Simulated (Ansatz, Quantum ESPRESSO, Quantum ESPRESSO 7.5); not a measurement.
**Band edges of 1T-SnCl2, 1 layer under strain**

How do the band edges of 1T-SnCl2, 1 layer move against the vacuum when the sheet is stretched?

Calculated with Quantum ESPRESSO 7.5; plane-wave DFT, PBE, GBRV ultrasoft pseudopotentials (geometry by Ansatz 0.2.0 with PAW datasets; geometry under PBE).

### 1. Starting point

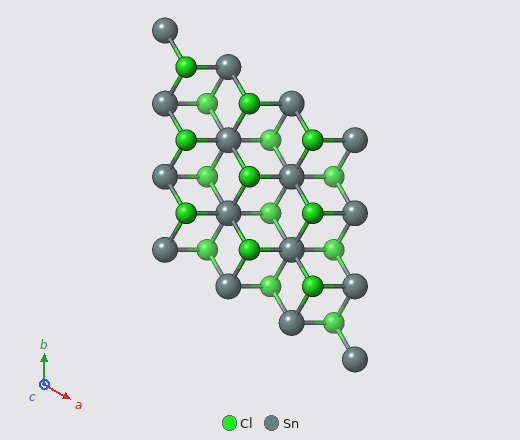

The cell as given, from above (chlorine green, tin teal). 3×3×1 cells are drawn. Some periodic images of atoms are drawn too.

The cell holds 3 atoms: 2 Cl and 1 Sn. Its edges and angles: a = 3.284 Å, b = 3.284 Å, c = 17.812 Å, α = 90.0°, β = 90.0°, γ = 120.0°. It derives from SnCl2. Vacuum lies along c.

This sheet is a model structure: its symmetry is held, and its stability is not tested here.

### 2. Geometry from Ansatz

A relaxation in Ansatz fixes the structure of this slab for the runs on it.

File input.yaml:

```yaml
crystal:
  lattice:
    - [3.284153, 0.0, 0.0]
    - [-1.6420765, 2.8441599279, 0.0]
    - [0.0, 0.0, 17.8119316783]
  atoms:
    - { symbol: Cl, position: [0.6666666667, 0.3333333333, 0.421066066] }
    - { symbol: Sn, position: [0.0, 0.0, 0.5] }
    - { symbol: Cl, position: [0.3333333333, 0.6666666667, 0.578933934] }
kpoints:
  mp_grid: { grid: [12, 12, 1] }
hamiltonian:
  xc: pbe
scf:
  occupations: { method: fermi_dirac, width: 0.05 }
  convergence: { dr2_threshold: 1.0e-08 }
efield:
  axis: 3
  dipole_correction: true
  ramp_position: 0.97
  ramp_width: 0.04
relax:
  f_tol: 0.01
  cell: { fix: [c, alpha, beta] }
output:
  write_potential: true
  write_density: true
  volumetric_format: npy
```

On the command line:

```sh
ansatz run input.yaml --threads 2 --pin off --max-ram 4096MiB --backend cpu --events-out ev --progress --plain --runs-dir out
```

Numbers of over 12 decimals in the logs are rounded to 6 here.

The program printed:

```text
Warning: relax.cell: scf.convergence.dr2_threshold = 1e-8 eV is looser than the 3e-10 eV advised for a relaxation that steers and ends on the stress (1e-10 eV for each atom of the cell: 3). What an SCF threshold leaves in a stress goes as its square root, and in the free energy as the threshold itself, and one threshold admits the most on a small cell: [figures from the program's tests cut] Set scf.convergence.dr2_threshold to 3e-10 eV or tighter. The threshold is an SCF's pass mark: one that does not reach it within its budget of iterations ends unconverged, or closes short of it on a stop that the run arms, and scf.convergence.dr2_threshold's page says what that costs each kind of run
Engine: ansatz 0.2.0, aarch64-unknown-linux-gnu
Pseudopotentials: kind: paw
Pseudopotential: Cl, paw, valence charge 7, recommended cutoff 420 eV (normal), Cl.paw.azcp
Pseudopotential: Sn, paw, valence charge 14, recommended cutoff 420 eV (normal), Sn.paw.azcp
Functional definition: PBE
  parameter kappa = 0.804
  parameter beta = 0.066725
  exchange = pbe_x(kappa = kappa, mu = beta*pi^2/3)
  correlation = pbe_c(beta = beta)
Crystal: 3 atoms, lattice volume = 166.375 Å³
Basis set: ecut = 420 eV, 3311 PW (Γ), exchange–correlation on 48×48×240 points (8 copies of the dense FFT grid, shifted against one another)
Bands: 18, of which v1, the nominal top of the filled ones, is band 14 counted from 1 (13 counted from 0)
Symmetry: 6 space group operations
k-points: 19 of 144 (time reversal used)
Non-local potential: Cl, projectors of the file, l = 0: 2, l = 1: 2, l = 2: 2
Non-local potential: Sn, projectors of the file, l = 0: 2, l = 1: 2, l = 2: 2, l = 3: 2
PAW form: soft (Blöchl's): semilocal exchange-correlation on the pseudo side does not see the compensation charge
PAW one-centre angular grid: Cl, 110 points (default); XC on 64 Gauss nodes
PAW one-centre angular grid: Sn, 590 points (default); XC on 64 Gauss nodes
Initial density: superposition of atomic densities (neutral atoms: chi_scale 0, normalization atom), corrected by the library's trained network
Initial wavefunctions: pseudopotential atomic-orbital guess
Functional: x = pbe(κ = 0.804, μ = 0.219515), c = pbe(β = 0.066725)
SCF iter   1: F=—  HF=-8180.005454 eV  |F-HF|=—  |Δ(HF+E_count)|=         —  Δρ=5.42e-3  dr2=8.56e-2  ethr=1.77e-3  p=-0.000 e·Å  D=-4.74e-4 V/Å  ΔV_dip=0.01 eV  dr2_dipole=9.79e-7  V_vac-E_F(+/−)=2.48/2.47 eV  ⟨swp⟩=9.4  Hψ=2497  notcnv=0
efield: sawtooth ramp at fractional position 0.9700 (set: `efield.ramp_position`, or a place that a band, a saddle search or an elastic batch's reference lends), width 0.0400; the density the first Hamiltonian is built on has a dipole p = -0.000 e·Å; the dipole correction subtracts the counter field D = -4.74e-4 V/Å, which shifts the + side's vacuum level by +0.01 eV against the − side's; the planar-averaged density in the ramp window peaks in size at 4.0e-5 e/Å³
preconditioner: auto → none  [insulator: Δε(μ)=0.740 eV  Ē_g=17.437 eV  σ=0.050 eV  W_gap=1.00  n_scr=10 (ndim 8)  ℏωp=15.2 eV  f_vac=0.656  D(μ)=0.00/eV (n_scr^D=0)  ε∞_Penn≈1.8]
SCF iter   2: F=—  HF=-8179.992916 eV  |F-HF|=—  |Δ(HF+E_count)|=   1.25e-2  Δρ=3.61e-3  dr2=3.46e-2  ethr=3.06e-4  p=0.000 e·Å  D=2.55e-4 V/Å  ΔV_dip=-0.00 eV  dr2_dipole=6.68e-6  V_vac-E_F(+/−)=2.99/3.00 eV  ⟨swp⟩=4.3  Hψ=1005  notcnv=0
SCF iter   3: F=—  HF=-8179.985810 eV  |F-HF|=—  |Δ(HF+E_count)|=   7.11e-3  Δρ=2.02e-3  dr2=4.49e-3  ethr=1.24e-4  p=-0.001 e·Å  D=-1.06e-3 V/Å  ΔV_dip=0.02 eV  dr2_dipole=4.14e-5  V_vac-E_F(+/−)=2.76/2.74 eV  ⟨swp⟩=3.0  Hψ=548  notcnv=0
SCF iter   4: F=—  HF=-8179.986641 eV  |F-HF|=—  |Δ(HF+E_count)|=   8.31e-4  Δρ=7.90e-4  dr2=6.01e-3  ethr=1.60e-5  p=0.006 e·Å  D=6.03e-3 V/Å  ΔV_dip=-0.11 eV  dr2_dipole=1.62e-3  V_vac-E_F(+/−)=2.73/2.84 eV  ⟨swp⟩=2.4  Hψ=563  notcnv=0
SCF iter   5: F=—  HF=-8179.986532 eV  |F-HF|=—  |Δ(HF+E_count)|=   1.09e-4  Δρ=6.00e-4  dr2=4.96e-3  ethr=1.60e-5  p=-0.005 e·Å  D=-5.60e-3 V/Å  ΔV_dip=0.10 eV  dr2_dipole=1.39e-3  V_vac-E_F(+/−)=2.85/2.75 eV  ⟨swp⟩=3.2  Hψ=702  notcnv=0
SCF iter   6: F=—  HF=-8179.986061 eV  |F-HF|=—  |Δ(HF+E_count)|=   4.71e-4  Δρ=2.92e-4  dr2=1.17e-3  ethr=1.60e-5  p=-0.002 e·Å  D=-2.68e-3 V/Å  ΔV_dip=0.05 eV  dr2_dipole=3.28e-4  V_vac-E_F(+/−)=2.82/2.78 eV  ⟨swp⟩=1.2  Hψ=361  notcnv=0
SCF iter   7: F=—  HF=-8179.985934 eV  |F-HF|=—  |Δ(HF+E_count)|=   1.28e-4  Δρ=6.79e-5  dr2=5.82e-5  ethr=4.16e-6  p=-0.001 e·Å  D=-5.86e-4 V/Å  ΔV_dip=0.01 eV  dr2_dipole=1.60e-5  V_vac-E_F(+/−)=2.81/2.79 eV  ⟨swp⟩=1.7  Hψ=377  notcnv=0
SCF iter   8: F=—  HF=-8179.985912 eV  |F-HF|=—  |Δ(HF+E_count)|=   2.20e-5  Δρ=8.89e-6  dr2=7.66e-7  ethr=2.08e-7  p=-0.000 e·Å  D=-9.70e-5 V/Å  ΔV_dip=0.00 eV  dr2_dipole=2.47e-7  V_vac-E_F(+/−)=2.80/2.80 eV  ⟨swp⟩=2.2  Hψ=438  notcnv=0
SCF iter   9: F=—  HF=-8179.985873 eV  |F-HF|=—  |Δ(HF+E_count)|=   3.91e-5  Δρ=2.80e-6  dr2=1.06e-8  ethr=2.73e-9  p=0.000 e·Å  D=4.14e-6 V/Å  ΔV_dip=-0.00 eV  dr2_dipole=2.73e-10  V_vac-E_F(+/−)=2.80/2.80 eV  ⟨swp⟩=2.5  Hψ=573  notcnv=0
SCF iter  10: F=-8179.985873 eV  HF=-8179.985873 eV  |F-HF|=1.30e-9  |Δ(HF+E_count)|=   5.77e-9  Δρ=7.08e-7  dr2=8.48e-10  ethr=3.57e-11  p=0.000 e·Å  D=1.95e-6 V/Å  ΔV_dip=-0.00 eV  dr2_dipole=5.01e-11  V_vac-E_F(+/−)=2.80/2.80 eV  ⟨swp⟩=10.3  Hψ=2536  notcnv=0
SCF 1 converged in 10 iterations: F = -8179.985873 eV  dr2 = 8.48e-10
  greatest PAW one-centre occupation: 0.995 electrons in one spin orbital (limit 2), on the Sn atom at site 1 (counted from 0), in its partial waves of l = 2
relax step   1: F+E_penalty+E_count = -8179.98587255 eV  Δ(F+E_penalty+E_count) = +0.000e0 eV  max|allowed force component| = 7.521e0 eV/Å  Δτ_max = 0.0000 Å  P = +23.010 GPa  Ω = 166.375 Å³  fix = [c, alpha, beta]  reactions: c +20.365 GPa  (10 SCF iters, accepted)
Crystal: 3 atoms, lattice volume = 175.303 Å³
Basis set: ecut = 420 eV, 3491 PW (Γ), exchange–correlation on 48×48×240 points (8 copies of the dense FFT grid, shifted against one another)
Initial density: handed on by an earlier stage of this run
Initial wavefunctions: those handed on with the density
iter 1 solved again at ethr=7.68e-4 eV; its pass at ethr=3.10e-3 eV (dr2=2.15e-1 eV) is discarded
SCF iter   1: F=—  HF=-8183.326047 eV  |F-HF|=—  |Δ(HF+E_count)|=         —  Δρ=6.58e-3  dr2=2.14e-1  ethr=7.68e-4  p=0.000 e·Å  D=1.92e-6 V/Å  ΔV_dip=-0.00 eV  dr2_dipole=1.91e-10  V_vac-E_F(+/−)=3.54/3.54 eV  ⟨swp⟩=1.2  Hψ=2523  notcnv=0
[...]
relax step   9: F+E_penalty+E_count = -8186.01121710 eV  Δ(F+E_penalty+E_count) = -5.580e-4 eV  max|allowed force component| = 2.730e-3 eV/Å  Δτ_max = 0.0102 Å  P = -0.025 GPa  Ω = 258.465 Å³  energy of the carried Pulay correction = -1.360e-2 eV  fix = [c, alpha, beta]  reactions: c -0.085 GPa  (6 SCF iters, accepted)
relax step  10: F+E_penalty+E_count = -8186.09753502 eV  Δ(F+E_penalty+E_count) = -8.632e-2 eV  max|allowed force component| = 3.526e-3 eV/Å  Δτ_max = 0.0000 Å  P = +0.435 GPa  Ω = 258.465 Å³  fix = [c, alpha, beta]  reactions: c -0.007 GPa  stress off target by 6.56e-1 GPa on what of the cell is left free  SCF on the basis re-selected at this cell (its energy is not comparable with the rows above)  (7 SCF iters)
relax step  11: F+E_penalty+E_count = -8186.13705144 eV  Δ(F+E_penalty+E_count) = -3.952e-2 eV  max|allowed force component| = 1.556e-3 eV/Å  Δτ_max = 0.0657 Å  P = +0.201 GPa  Ω = 271.854 Å³  energy of the carried Pulay correction = -4.845e-4 eV  fix = [c, alpha, beta]  reactions: c -0.002 GPa  (8 SCF iters, accepted)
relax step  12: F+E_penalty+E_count = -8186.14851212 eV  Δ(F+E_penalty+E_count) = -1.146e-2 eV  max|allowed force component| = 1.369e-2 eV/Å  Δτ_max = 0.0581 Å  P = -0.016 GPa  Ω = 284.520 Å³  energy of the carried Pulay correction = -1.049e-3 eV  fix = [c, alpha, beta]  reactions: c -0.021 GPa  (6 SCF iters, accepted)
relax step  13: F+E_penalty+E_count = -8186.14855217 eV  Δ(F+E_penalty+E_count) = -4.005e-5 eV  max|allowed force component| = 4.403e-3 eV/Å  Δτ_max = 0.0066 Å  P = +0.008 GPa  Ω = 284.826 Å³  energy of the carried Pulay correction = -1.064e-3 eV  fix = [c, alpha, beta]  reactions: c +0.010 GPa  (6 SCF iters, accepted)
iter 1 solved again at ethr=3.24e-7 eV; its pass at ethr=3.10e-3 eV (dr2=9.08e-5 eV) is discarded
SCF iter   1: F=—  HF=-8186.149605 eV  |F-HF|=—  |Δ(HF+E_count)|=         —  Δρ=4.79e-5  dr2=9.03e-7  ethr=3.24e-7  p=0.000 e·Å  D=6.33e-7 V/Å  ΔV_dip=-0.00 eV  dr2_dipole=9.09e-10  V_vac-E_F(+/−)=5.54/5.54 eV  ⟨swp⟩=3.1  Hψ=3014  notcnv=0
efield: sawtooth ramp at fractional position 0.9700 (set: `efield.ramp_position`, or a place that a band, a saddle search or an elastic batch's reference lends), width 0.0400; the density the first Hamiltonian is built on has a dipole p = 0.000 e·Å; the dipole correction subtracts the counter field D = 6.33e-7 V/Å, which shifts the + side's vacuum level by -0.00 eV against the − side's; the planar-averaged density in the ramp window peaks in size at 3.6e-7 e/Å³
preconditioner: auto → Resta (q_TF=auto, 1.853 Å⁻¹)  ε∞=1.9  [insulator: Δε(μ)=2.373 eV  Ē_g=9.966 eV  σ=0.050 eV  W_gap=1.00  n_scr=40 (ndim 8)  ℏωp=9.3 eV  f_vac=0.664  D(μ)=0.00/eV (n_scr^D=0)  ε∞_Penn≈1.9  vacuum switching on, ρ_ref=7.2e-3 e/Å³]
SCF iter   2: F=—  HF=-8186.149546 eV  |F-HF|=—  |Δ(HF+E_count)|=   5.88e-5  Δρ=2.37e-5  dr2=2.21e-7  ethr=3.22e-9  p=-0.000 e·Å  D=-8.82e-6 V/Å  ΔV_dip=0.00 eV  dr2_dipole=7.07e-10  V_vac-E_F(+/−)=5.54/5.54 eV  ⟨swp⟩=2.0  Hψ=608  notcnv=0
SCF iter   3: F=—  HF=-8186.149570 eV  |F-HF|=—  |Δ(HF+E_count)|=   2.35e-5  Δρ=5.05e-6  dr2=3.90e-8  ethr=7.88e-10  p=0.000 e·Å  D=8.41e-6 V/Å  ΔV_dip=-0.00 eV  dr2_dipole=5.94e-9  V_vac-E_F(+/−)=5.54/5.54 eV  ⟨swp⟩=2.0  Hψ=475  notcnv=0
SCF iter   4: F=—  HF=-8186.149571 eV  |F-HF|=—  |Δ(HF+E_count)|=   1.85e-6  Δρ=2.04e-6  dr2=4.03e-8  ethr=3.57e-11  p=-0.000 e·Å  D=-1.95e-5 V/Å  ΔV_dip=0.00 eV  dr2_dipole=8.28e-9  V_vac-E_F(+/−)=5.54/5.54 eV  ⟨swp⟩=12.5  Hψ=2526  notcnv=0
SCF iter   5: F=-8186.149572 eV  HF=-8186.149572 eV  |F-HF|=5.56e-10  |Δ(HF+E_count)|=   1.10e-7  Δρ=5.14e-7  dr2=1.31e-9  ethr=3.57e-11  p=-0.000 e·Å  D=-6.88e-6 V/Å  ΔV_dip=0.00 eV  dr2_dipole=2.21e-10  V_vac-E_F(+/−)=5.54/5.54 eV  ⟨swp⟩=7.8  Hψ=2187  notcnv=0
SCF 14 converged in 5 iterations: F = -8186.149572 eV  dr2 = 1.31e-9
relax step  14: F+E_penalty+E_count = -8186.14957157 eV  Δ(F+E_penalty+E_count) = -1.019e-3 eV  max|allowed force component| = 3.878e-3 eV/Å  Δτ_max = 0.0000 Å  P = +0.006 GPa  Ω = 284.826 Å³  fix = [c, alpha, beta]  reactions: c +0.006 GPa  stress off target by 6.18e-3 GPa on what of the cell is left free  SCF on the basis re-selected at this cell (its energy is not comparable with the rows above)  (5 SCF iters)
basis re-selected at this cell: Δ(F+E_penalty+E_count) = -1.019e-3 eV, ΔP = -0.002 GPa vs the last step (what re-selecting the basis moved, of the pressure what is left beyond the Pulay correction that the steps carried, after the strain that the cell walked since its last selection, with what the two solves' SCF thresholds leave and, on support functions, any second-order correction that the steps lacked; it is no m [...]
WARN: The output density's exchange-correlation potential varies sharply where the density is thin. Do not read a vacuum level from v_tot or v_xc, or from such a field of the output density. On a cell that repeats whose density bears no net charge and no dipole along the vacuum's axis use v_es (v_loc + v_h of the components); under efield.dipole_correction with no amplitude use v_es + v_field, which holds any externa [...]
SCF converged after 5 iterations
Free energy (F): -8186.149572 eV
Harris-Foulkes:  -8186.149572 eV  (|F-HF|=5.56e-10)
Internal energy: -8186.149572 eV  (E = F + TS)
E sigma→0 (E₀):  -8186.149572 eV
Fermi energy:    -2.356939 eV
Dipole field:    D = 0.000010 V/Å  (p = 0.000016 e·Å, saw-weighted, corrected)
Work function:   Φ+ = 5.5397 eV   Φ− = 5.5399 eV
Levels:          The Fermi level and band energies are counted from a zero that moves with the ramp; work functions are not
--- Per-component energies (eV) ---
  E_band       = -397.798873
  E_kinetic    = 504.398869
  E_local      = -9429.684554  (includes V_loc(G=0)·N_el)
  E_nonlocal   = 23.553657
  E_hartree    = 4591.147301
  E_xc         = -597.139364
  E_vxc        = -339.604213  (∫ρ·V_xc dr)
  E_paw        = -5448.549231  (= ΣΔE_a)
  E_vpaw       = -338.757168  (= ΣTr[D̂ρ^β])
  E_aug_tail   = 0.000182  (compensation charges beyond the density's cutoff)
  E_efield     = 0.000000  (sawtooth field / dipole correction)
  E_vefield    = -0.000049  (∫n·V_field dr)
  E_ewald      = 2170.123569
  E_smearing   = -0.000000  (= −TS)
  E_closure    = -0.000000  (closes the sum)
  Σ components = -8186.149572   (vs F -8186.149572, Δ=0.00e0)
--- Forces (eV/Å), atoms counted from 1 ---
  atom   1  Cl     0.00000000     0.00000000    -0.00387729
  atom   2  Sn     0.00000000     0.00000000     0.00012206
  atom   3  Cl    -0.00000000    -0.00000000     0.00375630
  max |Σ_I F_I| component: 1.07e-6 eV/Å
--- Stress (GPa, compression-positive) ---
        0.006179       0.000000      -0.000000
        0.000000       0.006179      -0.000000
       -0.000000      -0.000000       0.006384
  P = ⅓ Tr σ = 0.0062 GPa (0.062 kbar)
--- Band table (eV; the first three rows and the last of 19) ---
  k-point 0: bands = [... 10 lower, -5.5337, -5.5337, -5.2579, -4.3838, -1.2216, 0.4633, 0.4633, 2.6379]
  k-point 1: bands = [... 10 lower, -5.5657, -5.4669, -5.2517, -4.2587, -1.0615, 0.3768, 0.5271, 2.7498]
  k-point 2: bands = [... 10 lower, -5.7014, -5.4152, -5.2494, -4.0388, -0.7080, 0.2942, 0.6929, 3.0094]
  k-point 18: bands = [... 10 lower, -6.3953, -5.3352, -5.3351, -3.5944, 0.8611, 0.8611, 1.0058, 4.3884]
--- Relaxed structure (12 steps of the walk, 12 accepted, 2 SCFs on fresh bases) ---
  F+E_penalty+E_count = -8186.14957157 eV   max|allowed force component| = 3.878e-3 eV/Å   (the final SCF, on the basis selected at the relaxed cell)
  cell:  # Å, volume = 284.8262 Å³
    - [4.297038, 0.0, 0]
    - [-2.148519, 3.721344, 0]
    - [0, 0, 17.8119316783]
  atoms:
    - { symbol: Cl, position: [0.666667, 0.333333, 0.416574] }
    - { symbol: Sn, position: [0, 0, 0.499999] }
    - { symbol: Cl, position: [0.333333, 0.666667, 0.583426] }
```

Wall time 35 s (2 threads of Arm Neoverse V2, shared host); peak memory 0.48 GiB; 67 s of CPU time.

The steps of the relaxation:

```csv
step,energy less that of the first step (eV),largest force component (eV/Å),pressure (GPa),volume (Å³)
1,0.0000,7.5206,23.01,166.38
2,-3.2952,4.1624,12.85,175.30
3,-4.8565,1.4967,6.05,183.36
4,-5.4678,0.4855,2.98,200.76
5,-5.7810,0.0649,1.45,219.13
6,-5.9578,0.0831,0.54,238.17
7,-6.0231,0.0974,-0.17,257.98
8,-6.0248,0.0484,-0.11,258.58
9,-6.0253,0.0027,-0.03,258.46
10*,-6.1117,0.0035,0.43,258.46
11,-6.1512,0.0016,0.20,271.85
12,-6.1626,0.0137,-0.02,284.52
13,-6.1627,0.0044,0.01,284.83
14*,-6.1637,0.0039,0.01,284.83
```

Relaxation steps marked * repeat the geometry before them on a plane-wave basis chosen anew for their cell, so energy and pressure can jump there.

Forces are held to the 6 operations that the run works with; a distortion that breaks them can't arise in this run.

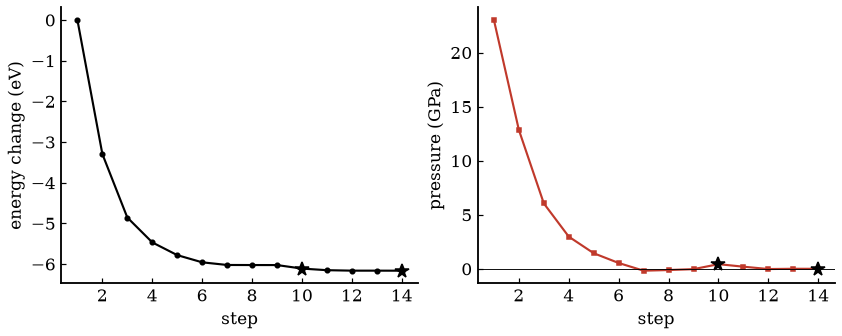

Energy and pressure along the relaxation. Stars mark steps on a basis chosen anew.

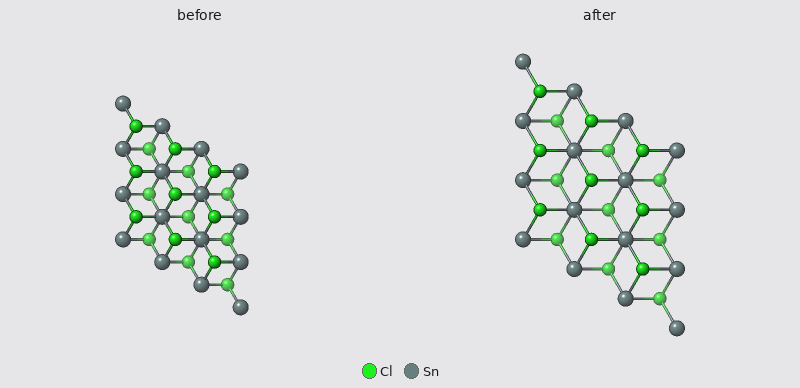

Before and after, at one scale.

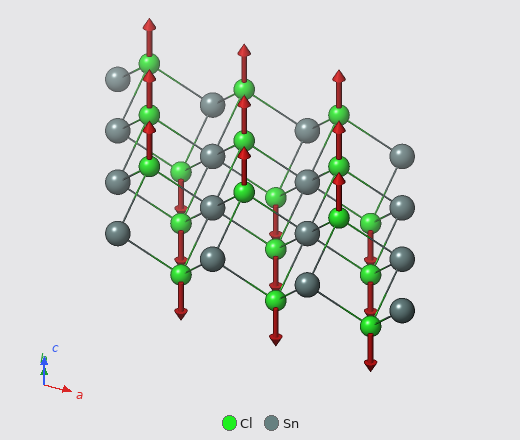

Displacements in the relaxation, exaggerated, measured against the changing cell; the longest in the cell stands for 0.08 Å. 3×3×1 cells are drawn. Some periodic images of atoms are drawn too.

| cell as run | before | after | change |
| --- | --- | --- | --- |
| a (Å) | 3.284 | 4.297 | +30.8 % |
| b (Å) | 3.284 | 4.297 | +30.8 % |

The atoms that moved most (Å, along periodic axes as changes of fractional coordinates times the final cell, across vacuum about the mean position):

```csv
atom,dx,dy,dz,length
Cl3,0.000,0.000,0.080,0.080
Cl1,0.000,0.000,-0.080,0.080
```

Final coordinates:

```xyz
3
Lattice="4.2970 0.0000 0.0000 -2.1485 3.7213 0.0000 0.0000 0.0000 17.8119" Properties=species:S:1:pos:R:3
Cl    2.1485    1.2404    7.4200
Sn    0.0000    0.0000    8.9060
Cl    0.0000    2.4809   10.3919
```

Read from the output:

* free energy: -8186.1496 eV
* Fermi energy: -2.357 eV
* gap by band count: 2.373 eV
* symmetry operations: 6
* dipole along the normal: 1.55e-5 e·Å
* vacuum level at the upper face over a Fermi level inside the gap: 5.540 eV
* vacuum level at the lower face over a Fermi level inside the gap: 5.540 eV

[end of part 1 of 2]

[Logs are printed without paths, hosts, clocks, repeated set-up lines and the standing remarks that a program may print on its own settings, such as how far it seeks lower states.]

[Hosts, paths, dates, database ids (printed as entryN), source tags and the programs' standing remarks are cut or masked in the printed files.]

[Maps of the electrostatic potential energy from Ansatz leave out the sawtooth potential of an applied field or a dipole correction, so their vacuum need not be flat; planar profiles and work functions include it.]
